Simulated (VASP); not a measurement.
Band structure of WSe₂ (2H layered). Calculation: PBE GGA with D4 dispersion, VASP's PBE PAW potentials (set 64) (plane waves; VASP).

Unless said otherwise, spin-orbit coupling is left out, though it shifts the bands of the heavy elements here.

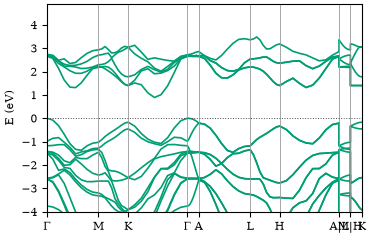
Bands along high-symmetry lines, zero at the valence-band maximum or, without a gap, the Fermi level

Q: Read the plot: is there a gap, and where are the band edges?

A: The gap is indirect, 0.89 eV, from the valence maximum at Γ to the conduction minimum at K-Γ at 0.44. (Edges off the drawn lines would not show.)

The compound is WSe2 in the 2H layered structure. It was relaxed first.
